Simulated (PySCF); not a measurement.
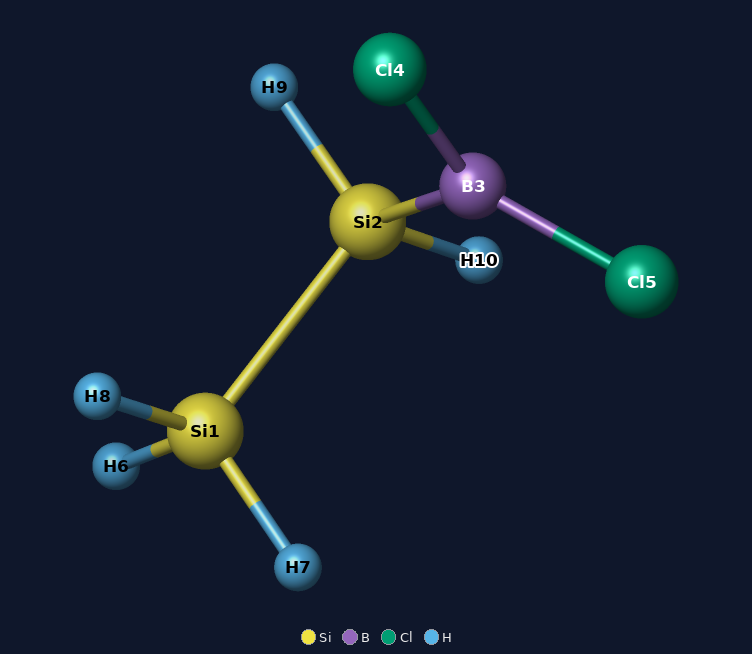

The geometry was computed by an optimisation with PBE0-D3(BJ)/def2-SVP. No frequency run is at hand to confirm it as a minimum. Method: TDDFT CAM-B3LYP/def2-SVPD, vertical, gas phase, core orbitals frozen in the response (PySCF 2.14.0), and the same with a continuum solvent (IEF-PCM, Bondi radii x 1.2, gas-phase geometry).

How do dipole (D), HOMO–LUMO gap (eV), lowest singlet (eV) change in cyclohexane (ε = 2.0), dichloromethane (ε = 8.9)?

```csv
medium,dipole (D),HOMO–LUMO gap (eV),lowest singlet (eV)
gas phase,0.75,8.22,4.70
cyclohexane,0.85,8.22,4.68
dichloromethane,0.97,8.21,4.69
```
